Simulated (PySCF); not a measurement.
# GeNH5: electronic excitations at several levels of theory, part 1 of 2

How much do the electronic excitations of GeNH5 (`[NH2][GeH3]`) depend on the level of theory, and what does each level cost?

Programs: PySCF 2.14.0, with density-fitted response routines of our own. Each step states its level of theory. These are calculated values for one molecule in the gas phase, unless marked as measured. Atoms are numbered from 0 throughout.

## 1. The starting structure

7 atoms, charge 0, multiplicity 1; geometry from: GFN2-xTB. The atoms were then displaced at random by about 0.01 Å, so the start is not that level's minimum.

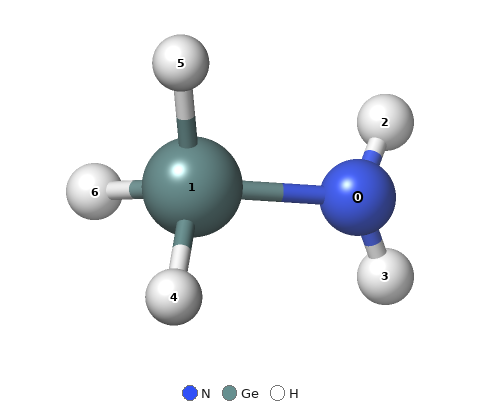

The starting geometry (nitrogen blue, germanium teal, hydrogen white), atoms numbered.

## 2. Relaxing the molecule at PBE0-D3(BJ)/def2-SVP

Job settings and geometry (Å):

```
{"job": {"xc": "PBE0", "basis": "def2-SVP", "d3": "d3bj", "grid": 1, "shake": 0.01, "kind": "geom"}, "charge": 0, "multiplicity": 1}
N      1.106620    -0.144230     0.230890
Ge    -0.694720     0.118700    -0.005860
H      1.679800     0.466370    -0.329130
H      1.458390    -1.066670     0.166340
H     -1.359670    -0.748750     0.999290
H     -0.948150     1.572220     0.259980
H     -1.208320    -0.226740    -1.371430
```

Launch:

```bash
> OMP_NUM_THREADS=1 python probes_run.py task.json out
```

The driver reads the jobs from task.json and runs them one after another.

Standard output:

```text
step   0  E = -2134.12015649  max force = 0.023988
step   1  E = -2134.12320366  max force = 0.005392
step   2  E = -2134.12348918  max force = 0.001066
step   3  E = -2134.12349500  max force = 0.000346
optimisation converged
```

Wall time 11 s (1 thread of Arm Neoverse N1, shared host); peak memory 0.31 GiB.

Relaxation path:

```tsv
step	energy from step 0 (eV)	largest force component (eV/Å)
0	0.0000	1.2335
1	-0.0829	0.2773
2	-0.0907	0.0548
3	-0.0908	0.0178
```

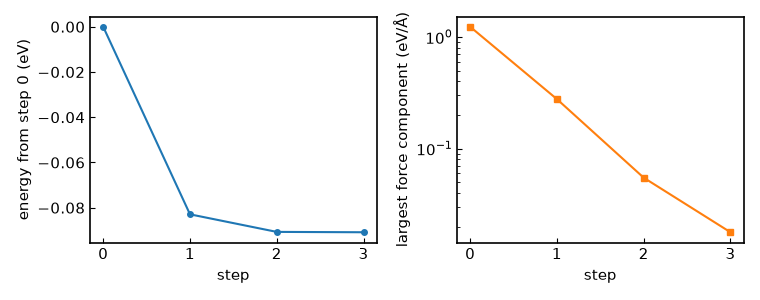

Energy and force, step by step.

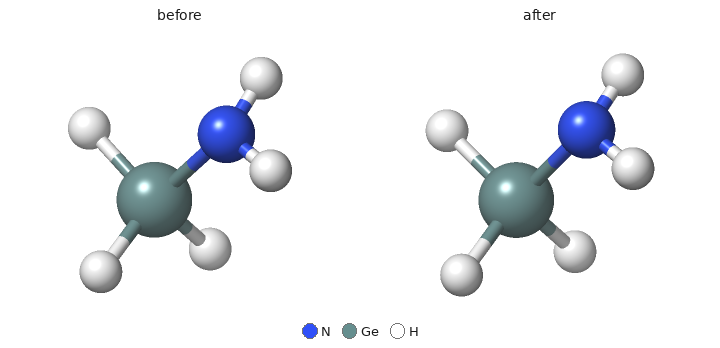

Before and after, at one scale.

Close pairs (by a distance rule), those that changed most:

```tsv
bond	before (Å)	after (Å)	change (Å)
Ge1–H4	1.485	1.538	+0.053
Ge1–H6	1.499	1.550	+0.051
Ge1–H5	1.499	1.538	+0.039
N0–H3	0.989	1.017	+0.027
N0–H2	1.007	1.017	+0.009
N0–Ge1	1.836	1.837	+0.002
```

The end geometry stands in the next job.

```tsv
at the end point	value
point group (found at 0.08 Å tolerance)	Cs
rotational constants (GHz, main isotopes)	62.930, 9.537, 9.333
dipole moment (D)	1.23
```

## 3. TDDFT and polarisability: PBE/def2-SVPD

Job settings and geometry (Å):

```
{"job": {"kind": "uv", "xc": "PBE", "basis": "def2-SVPD", "ip": true}, "charge": 0, "multiplicity": 1}
N      0.932905    -0.168766     0.278823
Ge    -0.879281     0.018389     0.039357
H      1.496292     0.433560    -0.315665
H      1.273760    -1.121147     0.178125
H     -1.566253    -0.890404     1.073139
H     -1.214559     1.496162     0.305289
H     -1.398608    -0.359955    -1.371686
```

With the program's defaults for keys left out, this is: TDDFT PBE/def2-SVPD, vertical, gas phase, core orbitals frozen in the response.

Standard output:

```text
coarse grid: 24896 points
cycle   1  E = -2133.9953111383  dE = -6.232e-01  |g| = 6.799e-01  |ddm| = 2.790e+00
cycle   2  E = -2133.7571152567  dE =  2.382e-01  |g| = 1.235e+00  |ddm| = 1.960e+00
cycle   3  E = -2134.0556923500  dE = -2.986e-01  |g| = 2.170e-01  |ddm| = 1.493e+00
cycle   4  E = -2134.0661727965  dE = -1.048e-02  |g| = 2.765e-02  |ddm| = 2.831e-01
cycle   5  E = -2134.0662801649  dE = -1.074e-04  |g| = 9.724e-03  |ddm| = 4.867e-02
cycle   6  E = -2134.0663128602  dE = -3.270e-05  |g| = 1.195e-03  |ddm| = 1.728e-02
cycle   7  E = -2134.0663133061  dE = -4.459e-07  |g| = 1.803e-04  |ddm| = 2.402e-03
final grid: 50896 points
cycle   8  E = -2134.0662658759  dE = -1.587e-08  |g| = 2.077e-04  |ddm| = 2.274e-03
cycle   9  E = -2134.0662658627  dE =  1.319e-08  |g| = 3.420e-04  |ddm| = 8.148e-04
cycle  10  E = -2134.0662658868  dE = -2.409e-08  |g| = 6.160e-05  |ddm| = 4.915e-04
cycle  11  E = -2134.0662658879  dE = -1.115e-09  |g| = 1.557e-05  |ddm| = 9.081e-05
cycle  12  E = -2134.0662658879  dE = -2.228e-11  |g| = 9.122e-07  |ddm| = 1.374e-05
converged SCF energy = -2134.0662658879

Static polarisability (au): isotropic 43.858, principal 41.841 42.050 47.683

Singlet excitations
state   eV       nm        f      main configurations
  1   5.4707    226.6   0.00892   H->L 0.97
  2   6.0737    204.1   0.04125   H->L+1 0.95
  3   6.6994    185.1   0.00036   H->L+2 1.00
  4   7.0787    175.2   0.02382   H->L+3 0.95
  5   7.2535    170.9   0.01390   H->L+4 0.97
  6   7.6777    161.5   0.02454   H-1->L 0.98
  7   7.8595    157.8   0.05357   H-2->L 0.97
  8   7.9377    156.2   0.00498   H->L+5 0.99
  9   8.2981    149.4   0.08432   H-1->L+1 0.91
 10   8.4254    147.2   0.00674   H->L+6 0.94

Triplet excitations (Tamm-Dancoff, eV): 5.1702 5.7249 6.5474 6.7650
Vertical ionisation energy (delta-SCF) = 9.5585 eV
```

It took 20 s on 1 thread of Arm Neoverse N1, shared host; peak memory 0.37 GiB.

The orbitals next to the gap, with their largest atomic shares:

```tsv
orbital	eV	atoms
HOMO−3	-9.38	N0 43 %, Ge1 27 %, H6 12 %
HOMO−2	-8.28	Ge1 39 %, H6 20 %, N0 13 %
HOMO−1	-8.13	Ge1 41 %, H5 25 %, H4 25 %
HOMO	-5.94	N0 65 %, Ge1 12 %, H6 8 %
LUMO	-0.57	Ge1 39 %, N0 17 %, H2 11 %
LUMO+1	-0.03	Ge1 42 %, H6 17 %, H4 14 %
LUMO+2	0.73	Ge1 56 %, H6 14 %, H5 11 %
```

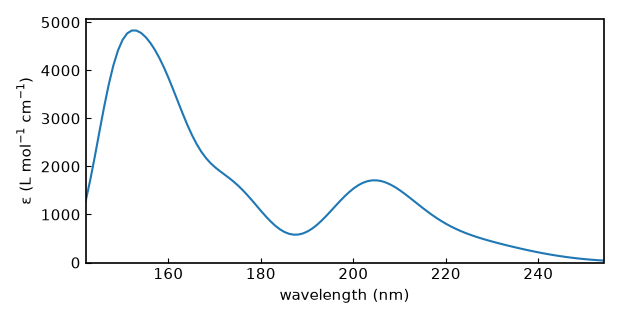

Absorption spectrum: each of the 10 states is a Gaussian band of 0.4 eV half-width at 1/e. Beyond the last state computed it falls off for lack of states.

Further results of this job:

```tsv
property	computed
dipole moment (D)	1.07
polarisability (Å³)	6.50
HOMO–LUMO gap (eV)	5.37
−ε(HOMO) (eV)	5.94
```

## 4. Excited states and response: B3LYP/def2-SVPD

The job, as its differences from that of step 3:

```diff
@@ -1,2 +1,2 @@
-{"job": {"kind": "uv", "xc": "PBE", "basis": "def2-SVPD", "ip": true}, "charge": 0, "multiplicity": 1}
+{"job": {"kind": "uv", "xc": "B3LYP", "basis": "def2-SVPD", "ip": true}, "charge": 0, "multiplicity": 1}
 N      0.932905    -0.168766     0.278823
```

With the program's defaults for keys left out, this is: TDDFT B3LYP/def2-SVPD, vertical, gas phase, core orbitals frozen in the response.

Standard output:

```text
coarse grid: 24896 points
cycle   1  E = -2134.4597296926  dE = -6.639e-01  |g| = 5.696e-01  |ddm| = 2.758e+00
cycle   2  E = -2134.3748444012  dE =  8.489e-02  |g| = 8.467e-01  |ddm| = 1.745e+00
cycle   3  E = -2134.5091109127  dE = -1.343e-01  |g| = 1.051e-01  |ddm| = 1.110e+00
cycle   4  E = -2134.5113868759  dE = -2.276e-03  |g| = 1.703e-02  |ddm| = 1.440e-01
cycle   5  E = -2134.5114254949  dE = -3.862e-05  |g| = 3.002e-03  |ddm| = 1.866e-02
cycle   6  E = -2134.5114282484  dE = -2.754e-06  |g| = 4.225e-04  |ddm| = 6.373e-03
final grid: 50896 points
cycle   7  E = -2134.5113823203  dE = -4.894e-09  |g| = 5.012e-04  |ddm| = 2.029e-03
cycle   8  E = -2134.5113822610  dE =  5.937e-08  |g| = 7.473e-04  |ddm| = 1.716e-03
cycle   9  E = -2134.5113823746  dE = -1.137e-07  |g| = 8.571e-05  |ddm| = 9.719e-04
cycle  10  E = -2134.5113823762  dE = -1.583e-09  |g| = 1.749e-05  |ddm| = 1.149e-04
cycle  11  E = -2134.5113823762  dE = -3.320e-11  |g| = 6.686e-07  |ddm| = 1.635e-05
converged SCF energy = -2134.5113823762

Static polarisability (au): isotropic 42.593, principal 40.861 40.891 46.028

Singlet excitations
state   eV       nm        f      main configurations
  1   5.8969    210.3   0.01576   H->L 0.98
  2   6.6273    187.1   0.04476   H->L+1 0.97
  3   7.2689    170.6   0.00065   H->L+2 0.99
  4   7.6615    161.8   0.02234   H->L+3 0.91
  5   7.7837    159.3   0.02536   H->L+4 0.90
  6   8.1549    152.0   0.03536   H-1->L 0.96
  7   8.2412    150.4   0.00643   H->L+5 0.98
  8   8.3283    148.9   0.05097   H-2->L 0.97
  9   8.7029    142.5   0.11320   H-1->L+1 0.97
 10   8.9057    139.2   0.10638   H-2->L+1 0.95

Triplet excitations (Tamm-Dancoff, eV): 5.5326 6.2823 7.0856 7.3176
Vertical ionisation energy (delta-SCF) = 9.7496 eV
```

It took 16 s on 1 thread of Arm Neoverse N1, shared host; peak memory 0.44 GiB.

In short: HOMO -7.13 eV, LUMO -0.12 eV; lowest singlet 5.90 eV.

## 5. Excited states and response: PBE0/def2-SVPD

The job, as its differences from that of step 4:

```diff
@@ -1,2 +1,2 @@
-{"job": {"kind": "uv", "xc": "B3LYP", "basis": "def2-SVPD", "ip": true}, "charge": 0, "multiplicity": 1}
+{"job": {"kind": "uv", "xc": "PBE0", "basis": "def2-SVPD", "ip": true}, "charge": 0, "multiplicity": 1}
 N      0.932905    -0.168766     0.278823
```

Level: TDDFT PBE0/def2-SVPD, vertical, gas phase, core orbitals frozen in the response.

Standard output:

```text
coarse grid: 24896 points
cycle   1  E = -2134.0900234166  dE = -6.880e-01  |g| = 4.993e-01  |ddm| = 2.715e+00
cycle   2  E = -2134.0430609623  dE =  4.696e-02  |g| = 6.841e-01  |ddm| = 1.445e+00
cycle   3  E = -2134.1292031137  dE = -8.614e-02  |g| = 7.332e-02  |ddm| = 8.573e-01
cycle   4  E = -2134.1303124835  dE = -1.109e-03  |g| = 1.496e-02  |ddm| = 1.029e-01
cycle   5  E = -2134.1303425287  dE = -3.005e-05  |g| = 2.356e-03  |ddm| = 1.533e-02
cycle   6  E = -2134.1303440075  dE = -1.479e-06  |g| = 3.091e-04  |ddm| = 5.622e-03
final grid: 50896 points
cycle   7  E = -2134.1303085415  dE = -1.327e-08  |g| = 3.167e-04  |ddm| = 1.508e-03
cycle   8  E = -2134.1303085282  dE =  1.328e-08  |g| = 4.203e-04  |ddm| = 1.075e-03
cycle   9  E = -2134.1303085627  dE = -3.449e-08  |g| = 4.766e-05  |ddm| = 5.163e-04
cycle  10  E = -2134.1303085632  dE = -5.084e-10  |g| = 1.080e-05  |ddm| = 6.482e-05
converged SCF energy = -2134.1303085632

Static polarisability (au): isotropic 42.134, principal 40.431 40.459 45.511

Singlet excitations
state   eV       nm        f      main configurations
  1   6.1054    203.1   0.01782   H->L 0.97
  2   6.9119    179.4   0.04590   H->L+1 0.95
  3   7.4746    165.9   0.00113   H->L+2 0.99
  4   7.8812    157.3   0.02305   H->L+3 0.93
  5   8.0490    154.0   0.03466   H->L+4 0.89
  6   8.3419    148.6   0.03953   H-1->L 0.95
  7   8.5129    145.6   0.00675   H->L+5 0.96
  8   8.5491    145.0   0.05074   H-2->L 0.93
  9   8.9074    139.2   0.12242   H-1->L+1 0.96
 10   9.1383    135.7   0.11346   H-2->L+1 0.93

Triplet excitations (Tamm-Dancoff, eV): 5.6977 6.5197 7.2470 7.4872
Vertical ionisation energy (delta-SCF) = 9.6918 eV
```

Wall time 15 s (1 thread of Arm Neoverse N1, shared host); peak memory 0.44 GiB.

Key values: HOMO -7.36 eV, LUMO 0.18 eV; lowest singlet 6.11 eV.

## 6. TDDFT and polarisability: BHandHLYP/def2-SVPD

The job, as its differences from that of step 5:

```diff
@@ -1,2 +1,2 @@
-{"job": {"kind": "uv", "xc": "PBE0", "basis": "def2-SVPD", "ip": true}, "charge": 0, "multiplicity": 1}
+{"job": {"kind": "uv", "xc": "BHandHLYP", "basis": "def2-SVPD", "ip": true}, "charge": 0, "multiplicity": 1}
 N      0.932905    -0.168766     0.278823
```

With the program's defaults for keys left out, this is: TDDFT BHandHLYP/def2-SVPD, vertical, gas phase, core orbitals frozen in the response.

Standard output:

```text
coarse grid: 24896 points
cycle   1  E = -2134.3722563114  dE = -7.286e-01  |g| = 4.120e-01  |ddm| = 2.688e+00
cycle   2  E = -2134.3700467115  dE =  2.210e-03  |g| = 4.303e-01  |ddm| = 1.143e+00
cycle   3  E = -2134.4026590215  dE = -3.261e-02  |g| = 3.590e-02  |ddm| = 5.359e-01
cycle   4  E = -2134.4029203503  dE = -2.613e-04  |g| = 1.688e-02  |ddm| = 7.597e-02
cycle   5  E = -2134.4029643077  dE = -4.396e-05  |g| = 2.023e-03  |ddm| = 1.577e-02
cycle   6  E = -2134.4029652423  dE = -9.346e-07  |g| = 2.363e-04  |ddm| = 7.003e-03
final grid: 50896 points
cycle   7  E = -2134.4029359748  dE = -2.755e-08  |g| = 1.256e-04  |ddm| = 1.111e-03
cycle   8  E = -2134.4029359770  dE = -2.213e-09  |g| = 1.173e-04  |ddm| = 6.616e-04
cycle   9  E = -2134.4029359798  dE = -2.829e-09  |g| = 1.893e-05  |ddm| = 1.412e-04
cycle  10  E = -2134.4029359800  dE = -1.301e-10  |g| = 6.136e-06  |ddm| = 5.581e-05
converged SCF energy = -2134.4029359800

Static polarisability (au): isotropic 40.848, principal 39.212 39.481 43.852

Singlet excitations
state   eV       nm        f      main configurations
  1   6.5018    190.7   0.02271   H->L 0.83, H->L+1 0.14
  2   7.5317    164.6   0.05544   H->L+1 0.80, H->L 0.14
  3   8.0602    153.8   0.00131   H->L+2 0.94
  4   8.4617    146.5   0.02793   H->L+4 0.60, H->L+3 0.18, H-2->L 0.13
  5   8.5624    144.8   0.05105   H->L+3 0.79, H->L+4 0.14
  6   8.7869    141.1   0.04070   H-1->L 0.77, H-1->L+1 0.09
  7   8.7986    140.9   0.02560   H->L+5 0.76
  8   9.1099    136.1   0.04520   H-2->L 0.70, H->L+4 0.17
  9   9.3001    133.3   0.15004   H-1->L+1 0.86, H-1->L 0.12
 10   9.5790    129.4   0.14083   H-2->L+1 0.80, H-2->L 0.10

Triplet excitations (Tamm-Dancoff, eV): 6.0484 7.0863 7.7593 7.9759
Vertical ionisation energy (delta-SCF) = 9.6449 eV
```

Wall time 16 s (1 thread of Arm Neoverse N1, shared host); peak memory 0.44 GiB.

Key values: HOMO -8.71 eV, LUMO 0.72 eV; lowest singlet 6.50 eV.

## 7. TDDFT and polarisability: CAM-B3LYP/def2-SVPD

The job, as its differences from that of step 6:

```diff
@@ -1,2 +1,2 @@
-{"job": {"kind": "uv", "xc": "BHandHLYP", "basis": "def2-SVPD", "ip": true}, "charge": 0, "multiplicity": 1}
+{"job": {"kind": "uv", "xc": "CAM-B3LYP", "basis": "def2-SVPD", "ip": true}, "charge": 0, "multiplicity": 1}
 N      0.932905    -0.168766     0.278823
```

Level: TDDFT CAM-B3LYP/def2-SVPD, vertical, gas phase, core orbitals frozen in the response.

Standard output:

```text
coarse grid: 24896 points
cycle   1  E = -2134.5113223336  dE = -7.186e-01  |g| = 5.117e-01  |ddm| = 2.727e+00
cycle   2  E = -2134.4980280337  dE =  1.329e-02  |g| = 5.850e-01  |ddm| = 1.403e+00
cycle   3  E = -2134.5527070745  dE = -5.468e-02  |g| = 4.377e-02  |ddm| = 6.665e-01
cycle   4  E = -2134.5530716209  dE = -3.645e-04  |g| = 1.972e-02  |ddm| = 8.993e-02
cycle   5  E = -2134.5531348802  dE = -6.326e-05  |g| = 2.192e-03  |ddm| = 1.981e-02
cycle   6  E = -2134.5531362732  dE = -1.393e-06  |g| = 3.200e-04  |ddm| = 1.196e-02
final grid: 50896 points
cycle   7  E = -2134.5530960091  dE = -3.443e-08  |g| = 2.298e-04  |ddm| = 1.634e-03
cycle   8  E = -2134.5530960062  dE =  2.885e-09  |g| = 2.801e-04  |ddm| = 1.372e-03
cycle   9  E = -2134.5530960230  dE = -1.684e-08  |g| = 1.992e-05  |ddm| = 3.087e-04
cycle  10  E = -2134.5530960231  dE = -1.237e-10  |g| = 6.885e-06  |ddm| = 1.013e-04
converged SCF energy = -2134.5530960231

Static polarisability (au): isotropic 41.957, principal 40.323 40.456 45.093

Singlet excitations
state   eV       nm        f      main configurations
  1   6.1751    200.8   0.02009   H->L 0.84, H->L+1 0.13
  2   7.2072    172.0   0.05239   H->L+1 0.81, H->L 0.14
  3   7.6974    161.1   0.00109   H->L+2 0.96
  4   8.1142    152.8   0.01606   H->L+3 0.65, H->L+4 0.24
  5   8.2115    151.0   0.04754   H->L+4 0.53, H->L+3 0.31
  6   8.5074    145.7   0.04658   H->L+5 0.44, H-1->L 0.39
  7   8.5153    145.6   0.00828   H->L+5 0.41, H-1->L 0.40
  8   8.8126    140.7   0.04580   H-2->L 0.74, H->L+4 0.15
  9   8.9864    138.0   0.13879   H-1->L+1 0.83, H-1->L 0.15
 10   9.2950    133.4   0.12654   H-2->L+1 0.81, H-2->L 0.09

Triplet excitations (Tamm-Dancoff, eV): 5.7687 6.7925 7.4489 7.7366
Vertical ionisation energy (delta-SCF) = 9.8450 eV
```

It took 18 s on 1 thread of Arm Neoverse N1, shared host; peak memory 0.44 GiB.

This run: HOMO -8.78 eV, LUMO 0.87 eV; lowest singlet 6.18 eV.

## 8. Excited states and response: wB97X-D/def2-SVPD

The job, as its differences from that of step 7:

```diff
@@ -1,2 +1,2 @@
-{"job": {"kind": "uv", "xc": "CAM-B3LYP", "basis": "def2-SVPD", "ip": true}, "charge": 0, "multiplicity": 1}
+{"job": {"kind": "uv", "xc": "wB97X-D", "basis": "def2-SVPD", "ip": true}, "charge": 0, "multiplicity": 1}
 N      0.932905    -0.168766     0.278823
```

Level: TDDFT wB97X-D/def2-SVPD, vertical, gas phase, core orbitals frozen in the response.

Standard output:

```text
coarse grid: 24896 points
cycle   1  E = -2134.4686953780  dE = -7.461e-01  |g| = 4.807e-01  |ddm| = 2.669e+00
cycle   2  E = -2134.4682577400  dE =  4.376e-04  |g| = 5.067e-01  |ddm| = 1.274e+00
cycle   3  E = -2134.5088951240  dE = -4.064e-02  |g| = 2.817e-02  |ddm| = 5.224e-01
cycle   4  E = -2134.5090862592  dE = -1.911e-04  |g| = 1.642e-02  |ddm| = 1.056e-01
cycle   5  E = -2134.5091351222  dE = -4.886e-05  |g| = 3.350e-03  |ddm| = 2.960e-02
cycle   6  E = -2134.5091382865  dE = -3.164e-06  |g| = 4.795e-04  |ddm| = 2.276e-02
final grid: 50896 points
cycle   7  E = -2134.5088488090  dE = -4.569e-07  |g| = 4.440e-04  |ddm| = 6.775e-03
cycle   8  E = -2134.5088488302  dE = -2.110e-08  |g| = 4.148e-04  |ddm| = 3.023e-03
cycle   9  E = -2134.5088488553  dE = -2.519e-08  |g| = 4.231e-05  |ddm| = 3.225e-04
cycle  10  E = -2134.5088488566  dE = -1.213e-09  |g| = 2.890e-05  |ddm| = 6.722e-04
cycle  11  E = -2134.5088488568  dE = -2.133e-10  |g| = 5.923e-06  |ddm| = 1.620e-04
converged SCF energy = -2134.5088488568

Static polarisability (au): isotropic 41.949, principal 40.355 40.363 45.130

Singlet excitations
state   eV       nm        f      main configurations
  1   6.3526    195.2   0.02365   H->L 0.79, H->L+1 0.18
  2   7.4004    167.5   0.05822   H->L+1 0.75, H->L 0.18
  3   7.8126    158.7   0.00148   H->L+2 0.97
  4   8.2518    150.3   0.01701   H->L+3 0.80, H->L+4 0.11
  5   8.4018    147.6   0.05640   H->L+4 0.59, H->L+3 0.16, H-2->L 0.11
  6   8.6390    143.5   0.05233   H-1->L 0.72, H-1->L+1 0.20
  7   8.8107    140.7   0.00743   H->L+5 0.79, H->L+6 0.14
  8   8.9718    138.2   0.05074   H-2->L 0.69, H->L+4 0.19
  9   9.0922    136.4   0.15956   H-1->L+1 0.76, H-1->L 0.22
 10   9.4164    131.7   0.14965   H-2->L+1 0.76, H-2->L 0.12

Triplet excitations (Tamm-Dancoff, eV): 6.0454 7.0526 7.6569 7.9345
Vertical ionisation energy (delta-SCF) = 9.8167 eV
```

Run time: 18 s. Hardware: 1 thread of Arm Neoverse N1, shared host; peak memory 0.44 GiB.

In short: HOMO -9.28 eV, LUMO 1.79 eV; lowest singlet 6.35 eV.

## 9. Excited states and response: LC-wPBE/def2-SVPD

The job, as its differences from that of step 8:

```diff
@@ -1,2 +1,2 @@
-{"job": {"kind": "uv", "xc": "wB97X-D", "basis": "def2-SVPD", "ip": true}, "charge": 0, "multiplicity": 1}
+{"job": {"kind": "uv", "xc": "LC-wPBE", "basis": "def2-SVPD", "ip": true}, "charge": 0, "multiplicity": 1}
 N      0.932905    -0.168766     0.278823
```

Level: TDDFT LC-wPBE/def2-SVPD, vertical, gas phase, core orbitals frozen in the response.

Standard output:

```text
coarse grid: 24896 points
cycle   1  E = -2134.1196245205  dE = -7.702e-01  |g| = 5.133e-01  |ddm| = 2.700e+00
cycle   2  E = -2134.1303357133  dE = -1.071e-02  |g| = 4.881e-01  |ddm| = 1.103e+00
cycle   3  E = -2134.1614003591  dE = -3.106e-02  |g| = 2.657e-02  |ddm| = 4.187e-01
cycle   4  E = -2134.1616349973  dE = -2.346e-04  |g| = 1.010e-02  |ddm| = 1.038e-01
cycle   5  E = -2134.1616602640  dE = -2.527e-05  |g| = 4.998e-03  |ddm| = 3.277e-02
cycle   6  E = -2134.1616656357  dE = -5.372e-06  |g| = 6.292e-04  |ddm| = 1.655e-02
final grid: 50896 points
cycle   7  E = -2134.1616625229  dE =  1.893e-08  |g| = 5.886e-04  |ddm| = 5.040e-03
cycle   8  E = -2134.1616628524  dE = -3.295e-07  |g| = 5.692e-04  |ddm| = 3.346e-03
cycle   9  E = -2134.1616626731  dE =  1.793e-07  |g| = 5.664e-05  |ddm| = 4.417e-04
cycle  10  E = -2134.1616626769  dE = -3.814e-09  |g| = 3.060e-05  |ddm| = 9.093e-04
cycle  11  E = -2134.1616626772  dE = -2.178e-10  |g| = 5.701e-06  |ddm| = 1.553e-04
converged SCF energy = -2134.1616626772

Static polarisability (au): isotropic 40.886, principal 39.327 39.493 43.837

Singlet excitations
state   eV       nm        f      main configurations
  1   6.6949    185.2   0.02490   H->L 0.58, H->L+1 0.35
  2   7.9202    156.5   0.06412   H->L+1 0.52, H->L 0.36
  3   8.2429    150.4   0.00293   H->L+2 0.92
  4   8.6709    143.0   0.01843   H->L+4 0.39, H->L+3 0.31, H-2->L+1 0.13
  5   8.7885    141.1   0.07523   H->L+3 0.63, H->L+4 0.20
  6   8.9950    137.8   0.05091   H-1->L 0.45, H-1->L+1 0.39
  7   9.0513    137.0   0.01095   H->L+5 0.60, H->L+6 0.26
  8   9.4838    130.7   0.19624   H-1->L+1 0.50, H-1->L 0.43
  9   9.5441    129.9   0.04989   H-2->L 0.44, H->L+4 0.27, H-2->L+1 0.14
 10   9.8861    125.4   0.00029   H-1->L+3 0.34, H-2->L+2 0.22, H->L+6 0.20

Triplet excitations (Tamm-Dancoff, eV): 6.2191 7.3336 7.8730 8.1038
Vertical ionisation energy (delta-SCF) = 9.9323 eV
```

Wall time 22 s (1 thread of Arm Neoverse N1, shared host); peak memory 0.44 GiB.

Key values: HOMO -10.16 eV, LUMO 1.91 eV; lowest singlet 6.69 eV.

(Continued in part 2 of 2.)
